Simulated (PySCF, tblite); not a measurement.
# C5H11N2Si radical: geometry, infrared bands and EPR parameters

Aim: predict the infrared bands and EPR parameters of C5H11N2Si radical (`C=C[C@@H]1[CH]N[Si@@H](C)N1`).

Programs: tblite 0.8.0 and PySCF 2.14.0, with density-fitted response routines of our own. Each step states its level of theory. These are calculated values for one molecule in the gas phase, unless marked as measured. Atoms are numbered from 0 throughout.

### 1 Starting geometry

19 atoms, charge 0, multiplicity 2; geometry from: force field or distance geometry start.

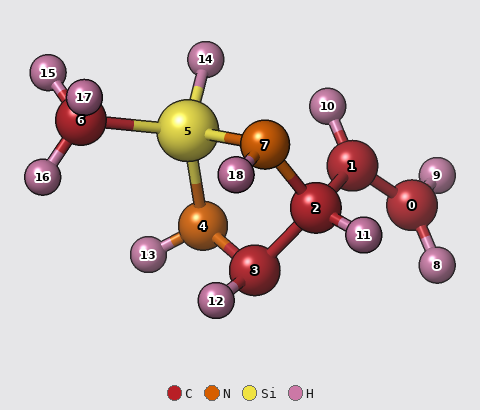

The starting geometry (carbon red, nitrogen orange, silicon yellow, hydrogen pink), atoms numbered; sticks join atoms by distance.

### 2 Geometry optimisation with GFN2-xTB

Job settings and geometry (Å):

```
{"job": {"kind": "relax", "xc": "GFN2-xTB", "basis": "xTB"}, "charge": 0, "multiplicity": 2}
C     -2.950600     0.570600    -0.662700
C     -1.680600     0.385200    -0.967700
C     -1.018000    -0.907700    -0.492600
C     -0.681100    -0.628500     0.959100
N      0.015000     0.640600     0.990700
Si     1.054500     0.451700    -0.464900
C      2.837600     0.184400    -0.048000
N      0.270500    -0.990900    -1.192200
H     -3.556000    -0.140600    -0.109000
H     -3.413100     1.491100    -0.992100
H     -1.088300     1.103600    -1.515000
H     -1.654700    -1.782400    -0.646600
H     -0.066100    -1.418500     1.420600
H      0.553300     0.813200     1.838900
H      0.933100     1.639400    -1.312800
H      3.384900     1.119400    -0.284900
H      3.049400    -0.056000     1.009900
H      3.240400    -0.629700    -0.684100
H      0.760000    -1.835700    -0.808600
```

Started as:

```
> OMP_NUM_THREADS=1 python probes_run.py task.json out
```

This one command runs all jobs of the session in turn.

Log:

```text
step      E/eV     max force
  0    -646.97010    1.751
  1    -647.16002    1.043
  2    -647.26705    0.854
  3    -647.35047    0.828
  4    -647.40859    0.761
  5    -647.45977    0.671
  6    -647.54011    0.806
  7    -647.62399    0.775
  8    -647.68040    0.749
  9    -647.74341    0.568
 10    -647.79618    0.572
 11    -647.84814    0.527
 12    -647.88606    0.372
 13    -647.91171    0.375
 14    -647.94070    0.634
 15    -647.96440    0.685
 16    -647.99828    0.445
 17    -648.01948    0.294
 18    -648.04619    0.410
 19    -648.05952    0.456
 20    -648.08988    0.400
 21    -648.11254    0.360
 22    -648.12183    0.732
 23    -648.13813    0.465
 24    -648.14730    0.304
 25    -648.16600    0.558
 26    -648.17721    0.489
 27    -648.19591    0.453
 28    -648.20847    0.283
 29    -648.21274    0.708
 30    -648.22813    0.254
 31    -648.23986    0.162
 32    -648.25255    0.515
 33    -648.25948    0.253
 34    -648.26534    0.190
 35    -648.27758    0.759
 36    -648.29143    0.335
 37    -648.29829    0.206
 38    -648.30776    0.391
 39    -648.31365    0.204
 40    -648.31917    0.192
 41    -648.32797    0.188
 42    -648.33361    0.191
 43    -648.34061    0.276
 44    -648.34673    0.215
 45    -648.35266    0.194
 46    -648.35728    0.159
 47    -648.36111    0.177
 48    -648.36439    0.309
 49    -648.36787    0.180
 50    -648.37299    0.134
 51    -648.37571    0.109
 52    -648.37784    0.113
 53    -648.37931    0.116
 54    -648.38120    0.109
 55    -648.38339    0.113
 56    -648.38557    0.101
 57    -648.38738    0.094
 58    -648.38919    0.110
 59    -648.39134    0.117
 60    -648.39371    0.119
 61    -648.39577    0.100
 62    -648.39734    0.092
 63    -648.39876    0.173
 64    -648.40044    0.113
 65    -648.40340    0.136
 66    -648.40704    0.213
 67    -648.41232    0.348
 68    -648.41866    0.417
 69    -648.42436    0.286
 70    -648.42818    0.179
 71    -648.43212    0.195
 72    -648.43574    0.157
 73    -648.44308    0.160
 74    -648.44835    0.185
 75    -648.45369    0.211
 76    -648.45737    0.138
 77    -648.46029    0.163
 78    -648.46016    0.368
 79    -648.46434    0.104
 80    -648.46611    0.092
 81    -648.46874    0.093
 82    -648.46998    0.102
 83    -648.47141    0.060
 84    -648.47269    0.072
 85    -648.47375    0.088
 86    -648.47454    0.090
 87    -648.47521    0.061
 88    -648.47570    0.040
 89    -648.47614    0.043
 90    -648.47658    0.038
 91    -648.47687    0.040
 92    -648.47721    0.038
 93    -648.47747    0.038
 94    -648.47770    0.028
 95    -648.47789    0.028
 96    -648.47803    0.025
 97    -648.47815    0.030
 98    -648.47827    0.036
 99    -648.47844    0.033
100    -648.47867    0.035
101    -648.47895    0.039
102    -648.47922    0.047
103    -648.47950    0.056
104    -648.47985    0.054
105    -648.48019    0.040
106    -648.48042    0.027
107    -648.48052    0.027
108    -648.48060    0.026
109    -648.48071    0.027
110    -648.48090    0.033
111    -648.48115    0.039
112    -648.48141    0.044
113    -648.48165    0.046
114    -648.48190    0.039
115    -648.48215    0.034
116    -648.48238    0.034
117    -648.48259    0.039
118    -648.48279    0.040
119    -648.48303    0.038
120    -648.48326    0.036
121    -648.48344    0.036
122    -648.48359    0.028
123    -648.48378    0.027
124    -648.48405    0.035
125    -648.48450    0.050
126    -648.48503    0.064
127    -648.48559    0.078
128    -648.48588    0.093
129    -648.48657    0.066
130    -648.48721    0.049
131    -648.48846    0.063
132    -648.48951    0.080
133    -648.49041    0.057
134    -648.49115    0.063
135    -648.49158    0.046
136    -648.49211    0.057
137    -648.49291    0.069
138    -648.49378    0.053
139    -648.49413    0.067
140    -648.49438    0.036
141    -648.49454    0.051
142    -648.49470    0.032
143    -648.49485    0.036
144    -648.49501    0.035
145    -648.49518    0.039
146    -648.49542    0.048
147    -648.49559    0.042
148    -648.49578    0.044
149    -648.49593    0.034
150    -648.49605    0.035
151    -648.49613    0.035
152    -648.49624    0.033
153    -648.49637    0.032
154    -648.49663    0.039
155    -648.49675    0.034
156    -648.49691    0.020
157    -648.49697    0.024
158    -648.49701    0.026
159    -648.49705    0.015
160    -648.49714    0.013
161    -648.49722    0.019
162    -648.49733    0.023
163    -648.49744    0.025
164    -648.49759    0.023
165    -648.49774    0.026
166    -648.49786    0.030
167    -648.49795    0.034
168    -648.49800    0.027
169    -648.49809    0.019
170    -648.49815    0.015
171    -648.49821    0.018
172    -648.49825    0.019
173    -648.49830    0.016
174    -648.49834    0.015
175    -648.49838    0.016
176    -648.49843    0.019
177    -648.49849    0.020
178    -648.49856    0.022
179    -648.49864    0.021
180    -648.49873    0.019
181    -648.49883    0.021
182    -648.49892    0.017
183    -648.49898    0.011
184    -648.49901    0.009
```

It took 1.2 s on 1 thread of Arm Neoverse V2, shared host.

The steps of the relaxation: (not every step is listed)

```
step  energy from step 0 (eV)  largest force (eV/Å)
   0                   0.0000                1.7506
   1                  -0.1899                1.0425
   2                  -0.2970                0.8535
   3                  -0.3804                0.8279
   4                  -0.4385                0.7614
   5                  -0.4897                0.6709
   6                  -0.5700                0.8064
   7                  -0.6539                0.7749
   8                  -0.7103                0.7493
  25                  -1.1959                0.5582
  42                  -1.3635                0.1907
  59                  -1.4212                0.1171
  76                  -1.4873                0.1381
  93                  -1.5074                0.0382
 110                  -1.5108                0.0331
 127                  -1.5155                0.0781
 144                  -1.5249                0.0348
 161                  -1.5271                0.0193
 178                  -1.5285                0.0216
 179                  -1.5285                0.0210
 180                  -1.5286                0.0194
 181                  -1.5287                0.0210
 182                  -1.5288                0.0168
 183                  -1.5289                0.0110
 184                  -1.5289                0.0086
```

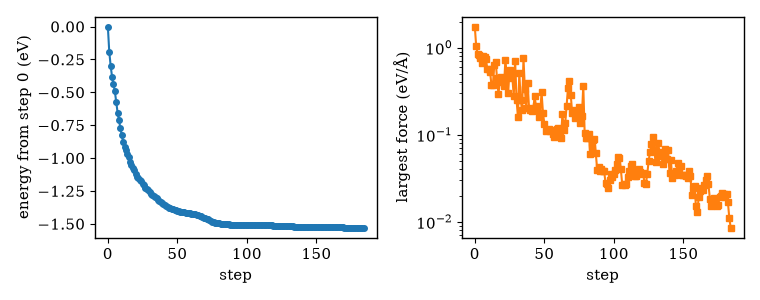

Energy and force, step by step.

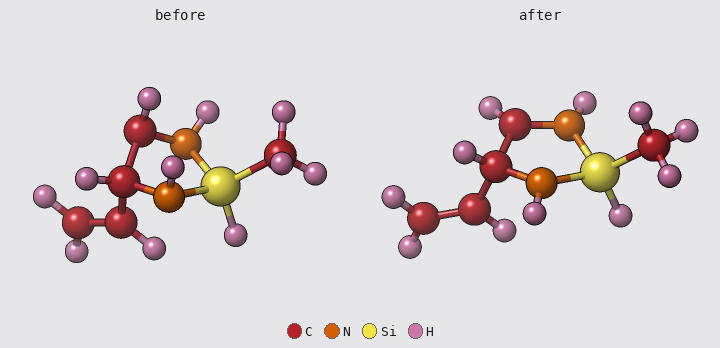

The geometry before (left) and after (right).

Close pairs (by a distance rule), those that changed most:

| bond | before (Å) | after (Å) | change (Å) |
| --- | --- | --- | --- |
| Si5–N7 | 1.796 | 1.716 | -0.080 |
| C3–N4 | 1.448 | 1.375 | -0.073 |
| N4–Si5 | 1.799 | 1.736 | -0.063 |
| N7–H18 | 1.049 | 1.006 | -0.043 |
| Si5–C6 | 1.851 | 1.888 | +0.037 |
| C3–H12 | 1.102 | 1.074 | -0.028 |
| C2–C3 | 1.516 | 1.490 | -0.027 |
| C6–H17 | 1.109 | 1.084 | -0.025 |

The final coordinates are the input of the step that follows.

### 3 Harmonic vibrations with GFN2-xTB

Job settings and geometry (Å):

```
{"job": {"kind": "ir", "xc": "GFN2-xTB", "basis": "xTB"}, "charge": 0, "multiplicity": 2}
C     -3.237406    -0.048798    -0.949995
C     -1.944813     0.222607    -0.834284
C     -0.927141    -0.701164    -0.221999
C     -0.639733    -0.133530     1.124799
N      0.543928     0.565741     1.156650
Si     1.420372     0.488762    -0.339910
C      3.200444    -0.118940    -0.175870
N      0.340794    -0.710393    -0.923396
H     -3.637267    -1.010686    -0.674983
H     -3.943884     0.676891    -1.315674
H     -1.548012     1.190940    -1.107900
H     -1.335129    -1.719925    -0.165026
H     -1.423469     0.091907     1.824166
H      0.734080     1.122577     1.970117
H      1.395941     1.810045    -1.002830
H      3.789190     0.586909     0.399726
H      3.266779    -1.087695     0.307324
H      3.660946    -0.200141    -1.153696
H      0.274577    -1.015857    -1.879191
```

Log:

```text
mode    cm-1     km/mol
  1      75.9      0.46
  2      78.6      1.07
  3     100.9      0.05
  4     126.9      1.81
  5     144.4      1.48
  6     215.6     31.57
  7     278.6      6.09
  8     331.5      8.55
  9     377.1     11.41
 10     403.5     22.92
 11     410.7     48.73
 12     493.0     70.51
 13     501.0     79.61
 14     580.6     56.32
 15     636.8      0.42
 16     697.8     53.26
 17     718.6     13.04
 18     751.7    112.27
 19     784.7     10.54
 20     824.7     44.02
 21     853.6     11.18
 22     864.3    213.51
 23     890.9     60.50
 24     923.5     92.45
 25     986.1      4.34
 26     993.9     23.00
 27    1089.3      3.35
 28    1097.8     25.45
 29    1124.1      7.74
 30    1213.8     86.26
 31    1232.9     21.11
 32    1271.6      9.19
 33    1282.6     12.20
 34    1320.5    104.57
 35    1368.9    156.96
 36    1375.9     28.64
 37    1410.2      1.63
 38    1484.8      0.42
 39    1497.7      0.03
 40    1658.4    101.99
 41    2119.4    354.93
 42    2855.8     70.40
 43    3053.2     13.19
 44    3056.2     41.77
 45    3060.8     44.10
 46    3064.7     27.73
 47    3096.3     16.05
 48    3112.9     49.19
 49    3120.2     61.55
 50    3491.6      2.17
 51    3506.1      1.02
```

It took 0.61 s on 1 thread of Arm Neoverse V2, shared host.

The strongest bands and the atoms that carry them (share of the mass-weighted mode):

| cm⁻¹ | km/mol | atoms |
| --- | --- | --- |
| 752 | 112.3 | C6 20 %, N4 18 %, Si5 18 %, H14 18 % |
| 864 | 213.5 | Si5 27 %, H17 17 %, N4 15 % |
| 924 | 92.5 | Si5 21 %, N7 17 %, H9 12 % |
| 1214 | 86.3 | H11 33 %, C2 30 %, N7 15 % |
| 1320 | 104.6 | H18 18 %, N4 15 %, H13 14 %, C2 13 % |
| 1369 | 157.0 | C3 56 %, N4 28 % |
| 1658 | 102.0 | C1 48 %, C0 42 % |
| 2119 | 354.9 | H14 97 % |

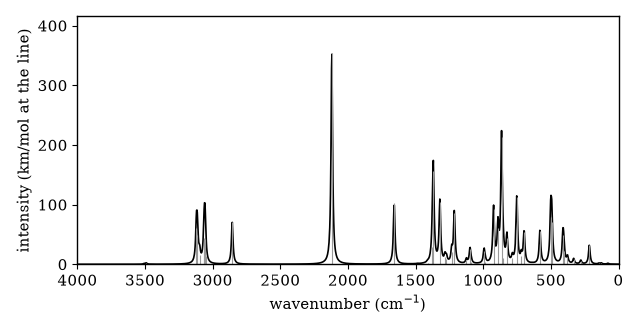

The infrared spectrum from these modes, unscaled. Lines are broadened to a width of 14 cm⁻¹ (Lorentzian).

### 4 EPR parameters: B3LYP/pcH-1

Settings changed since step 3:

```diff
@@ -1,2 +1,2 @@
-{"job": {"kind": "ir", "xc": "GFN2-xTB", "basis": "xTB"}, "charge": 0, "multiplicity": 2}
+{"job": {"kind": "epr", "basis": "pcH-1"}, "charge": 0, "multiplicity": 2}
 C     -3.237406    -0.048798    -0.949995
```

Level: UKS B3LYP, pcH-1 on C H N Si, non-relativistic, mean-field spin-orbit, GIAO.

Log:

```text
UKS, coarse grid
  cycle   1  E = -596.05225974  |g| = 4.80e-01
  cycle   2  E = -595.99518946  |g| = 6.02e-01
  cycle   3  E = -596.15982390  |g| = 6.98e-02
  cycle   4  E = -596.16136880  |g| = 3.88e-02
  cycle   5  E = -596.16208794  |g| = 6.32e-03
  cycle   6  E = -596.16211351  |g| = 3.62e-03
  cycle   7  E = -596.16212140  |g| = 2.03e-03
  cycle   8  E = -596.16212317  |g| = 6.88e-04
UKS, final grid
  cycle   1  E = -596.16211975  |g| = 1.09e-03
  cycle   2  E = -596.16211863  |g| = 1.87e-03
  cycle   3  E = -596.16212033  |g| = 1.80e-04
  cycle   4  E = -596.16212034  |g| = 2.66e-05
  cycle   5  E = -596.16212035  |g| = 2.37e-05
E = -596.16212035 Eh   <S^2> = 0.7545 (exact 0.7500)
g shifts (ppm)      1          2          3
  rmc          -173       -173       -173
  gc              0         33         37
  oz_so          88        740       1115
  total         -85        600        978
hyperfine (MHz)  atom isotope    a_iso     a_fc   dipolar eigenvalues
    0   13C       5.85       5.86     -6.92     -6.01     12.93
    1   13C      55.37      55.37     -8.46     -1.42      9.88
    2   13C     -20.76     -20.76     -1.50     -0.70      2.20
    3   13C     112.68     112.76    -66.96    -66.70    133.66
    4   14N       8.05       8.08    -11.67    -10.96     22.62
    5  29Si       7.14       7.13     -1.65      0.18      1.47
    6   13C       3.91       3.91     -0.44     -0.36      0.80
    7   14N      -0.65      -0.65     -0.49     -0.05      0.54
    8    1H      -4.48      -4.48     -2.20     -0.53      2.73
    9    1H      -2.45      -2.45     -3.62     -0.82      4.43
   10    1H      -1.26      -1.26     -3.04     -2.02      5.06
   11    1H      58.17      58.17     -4.74     -3.88      8.61
   12    1H     -34.46     -34.48    -32.00      0.17     31.83
   13    1H     -15.75     -15.76    -13.53     -5.14     18.67
   14    1H      11.60      11.60     -2.13     -1.65      3.78
   15    1H      -0.18      -0.18     -1.06     -1.00      2.06
   16    1H      -0.16      -0.16     -1.29     -1.14      2.42
   17    1H       0.25       0.25     -0.77     -0.75      1.51
   18    1H      -2.37      -2.37     -1.84     -1.38      3.22
```

Wall time 100 s (1 thread of Arm Neoverse V2, shared host); peak memory 1 GiB.

Principal g values 2.00223, 2.00292, 2.00330; g(iso) = 2.00282, against 2.00232 for a free electron.

Mean a(iso) over the nuclei that a row names, and the largest dipolar term of the row (other rows stand at the frozen geometry):

```csv
nuclei,isotope,a(iso) (MHz),"a(iso) (G, at g = 2.0023)",largest dipolar term (MHz)
C3,13C,112.7,40.2,133.7
H11,1H,58.2,20.8,8.6
C1,13C,55.4,19.8,9.9
H12,1H,-34.5,-12.3,-32.0
C2,13C,-20.8,-7.4,2.2
H13,1H,-15.7,-5.6,18.7
H14,1H,11.6,4.1,3.8
N4,14N,8.1,2.9,22.6
Si5,29Si,7.1,2.5,-1.6
C0,13C,5.8,2.1,12.9
H8,1H,-4.5,-1.6,2.7
C6,13C,3.9,1.4,0.8
H9,1H,-2.5,-0.9,4.4
H18,1H,-2.4,-0.8,3.2
```

Mulliken spin populations:

C0 0.09; C1 0.00; C2 -0.05; C3 0.80; N4 0.17; Si5 0.01; C6 0.00; N7 0.00; H8 0.00; H9 0.00; H10 0.00; H11 0.02; H12 -0.03; H13 -0.01; H14 0.01; H15 0.00; H16 0.00; H17 0.00; H18 0.00

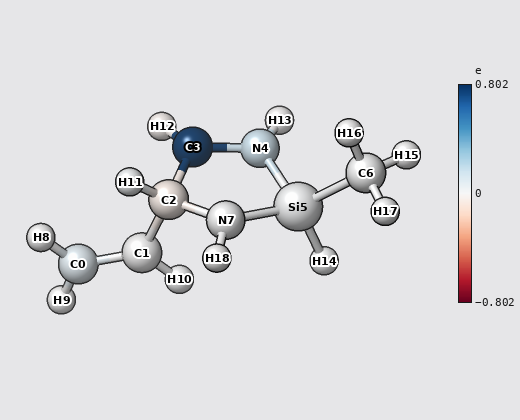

Mulliken spin populations, as colours on the atoms.

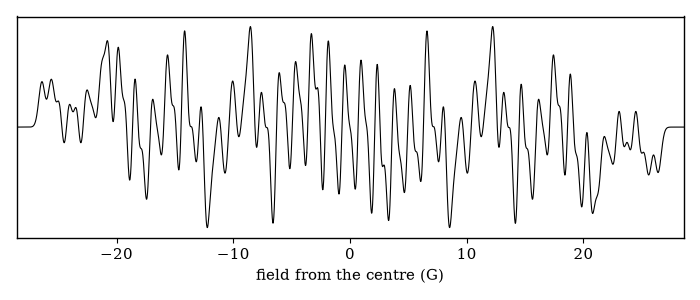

First-order isotropic spectrum (first derivative, main isotopes with spin only, couplings over 0.8 MHz, Gaussian width 0.3 G; couplings of the frozen geometry, rotation of groups not averaged beyond the rows shown).

The fields below are evaluated on a grid from the run's orbitals.

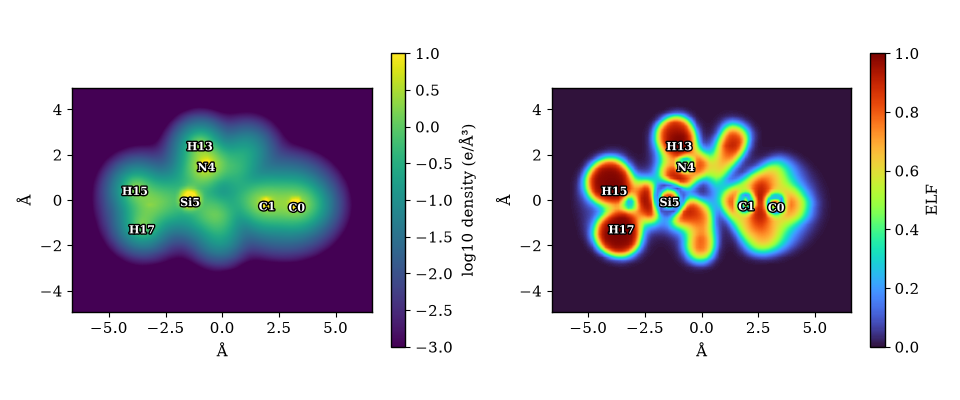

Density (left) and ELF (right) in a plane through or near 7 of the atoms.

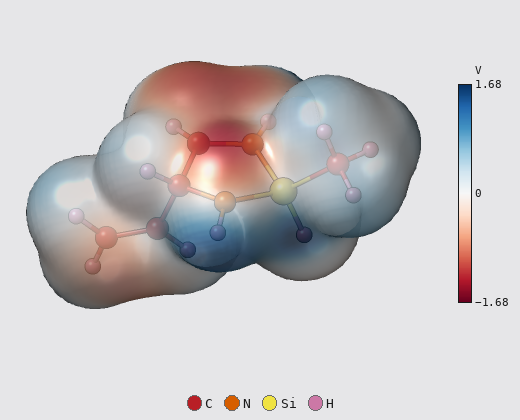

Electrostatic potential on the surface of density 0.002 e/bohr³; red is low, blue high. It runs from -1.09 V near N7 to 1.68 V near H13.

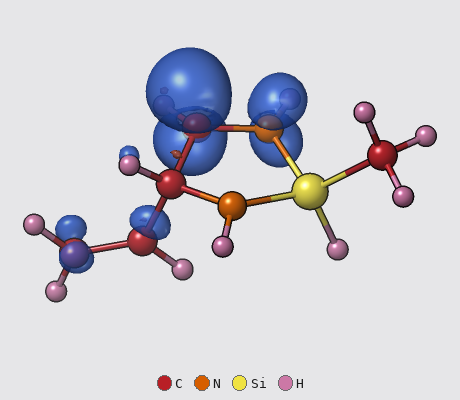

Spin density at ±0.04 e/Å³ (alpha excess blue, beta excess red).

### 5 What came out

```
                                 quantity                  value
strongest single infrared mode (GFN2-xTB)  2119 cm⁻¹, 355 km/mol
             zero-point energy (GFN2-xTB)          94.4 kcal/mol
                           g(iso) (B3LYP)                2.00282
                                     ⟨S²⟩     0.754 (exact 0.75)
       largest a(iso) (averaged by class)   13C on C3, 112.7 MHz
    surface potential, least and greatest     -1.09 V and 1.68 V
```

What this shows: Over 184 steps the energy fell by 1.529 eV; of the close pairs, Si5–N7 changed most, 1.796 to 1.716 Å. No mode is imaginary among the 51: a minimum at this level. The strongest single mode, at 2119 cm⁻¹, moves mainly H14. Unscaled tight-binding wavenumbers are off by several per cent, some by more. Its intensities can rank the bands wrongly. C3 carries the largest spin population, 0.80 e. The isotropic g lies 0.5 ppt above the free-electron value.
